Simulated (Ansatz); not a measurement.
## Electronic structure of H4N2Si···H2O in real space

Input file:

```
crystal:
  periodic: [false, false, false]
  atoms:
    - {symbol: Si, position_ang: [0.650278, 1.620408, -0.532235]}
    - {symbol: O, position_ang: [-0.722291, -1.800555, 0.072692]}
    - {symbol: H, position_ang: [-0.927213, -1.006562, -0.438941]}
    - {symbol: N, position_ang: [1.568987, 0.349836, 0.147694]}
    - {symbol: N, position_ang: [-0.921416, 1.163032, 0.038906]}
    - {symbol: H, position_ang: [-0.600689, -2.502505, -0.569749]}
    - {symbol: H, position_ang: [2.565904, 0.308255, 0.016766]}
    - {symbol: H, position_ang: [1.194550, -0.485431, 0.579898]}
    - {symbol: H, position_ang: [-1.707510, 1.756993, -0.172518]}
    - {symbol: H, position_ang: [-1.100600, 0.596630, 0.857589]}
basis:
  gaussian: {orbitals: def2-TZVPP}
hamiltonian: {xc: pbe0, dispersion: d4}
output: {orbitals: {seedname: orbitals}}
```

Run with:

```sh
ansatz run in.yaml --threads 4 --pin off --events-out ev --progress --plain --max-ram 9574MiB
```

The product side of a reaction path; geometry: PBE0-D4/def2-TZVP.

All numbers below come from RKS PBE0-D4/def2-TZVPP in Ansatz.

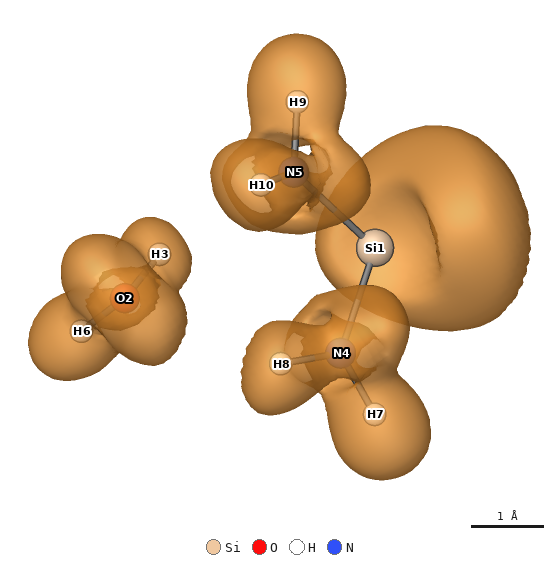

Figure 1. Isosurface of the electron localisation function at 0.75 (orange), seen at a tilt. Only the valence region is drawn (cores and ρ < 0.01 e/Å³ removed).

Q: Identify the bonds, lone pairs and shells in this picture.

A: The surface consists of one lobe on Si, pointing away from the bonds (lone pairs), two joined regions spread over several atoms (H, N), in which their bonds and any lone pairs are merged and one joined region spread over several atoms (H, O), in which their bonds and any lone pairs are merged. Profiles from the grid: N5···H3 (2.22 Å): the ELF dips to about 0.05 between them: by its geometry a hydrogen bond between the two molecules, with no shared pair. Si–N (1.71 Å): the ELF peaks at about 0.90 between the atoms, as expected for a polar covalent bond.

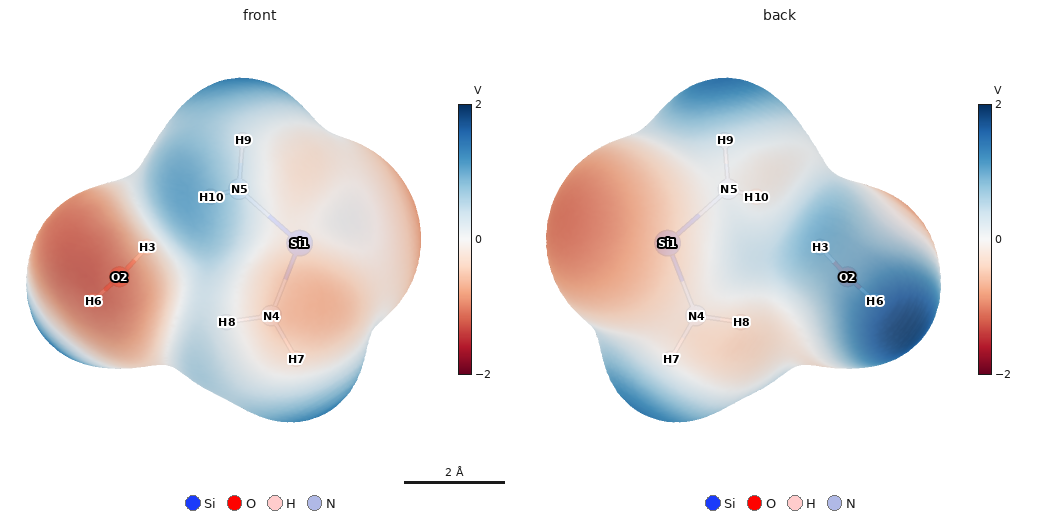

Figure 2. The molecular electrostatic potential painted on the density surface at 0.001 e/bohr³, seen from the front and from behind; the colour scale runs from red (negative) to blue (positive).

Q: Which sites attract a positive test charge, and which a negative one?

A: A positive charge is drawn to the negative regions and a negative charge to the positive ones. The most negative region (about −1.2 V) lies over O2, the most positive (about +1.8 V) over H6. O2 is the likeliest acceptor of a hydrogen bond.

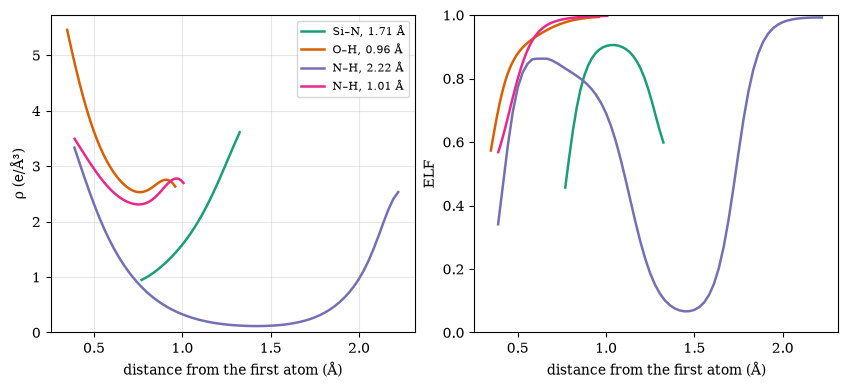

Figure 3. Electron density and electron localisation function along straight lines between neighbouring atoms. The curves leave out the atomic cores.

Q: Compare the contacts.

A: Si–N (1.71 Å): ρ is about 1.1 e/Å³ halfway; the ELF peaks at about 0.90 between the atoms: a shared but strongly polarised pair.
O–H (0.96 Å): the density is about 3.8 e/Å³ at the midpoint; the ELF climbs to about 1 towards the hydrogen, as it does in any bond to H (a covalent bond by its length).
N5···H3 (2.22 Å): the density falls to about 0.12 e/Å³ on the way; the ELF dips to about 0.05 between them: a closed-shell contact with the geometry of a hydrogen bond.
N–H (1.01 Å): ρ is about 2.9 e/Å³ halfway; the ELF climbs to about 1 towards the hydrogen; a covalent bond by its length.
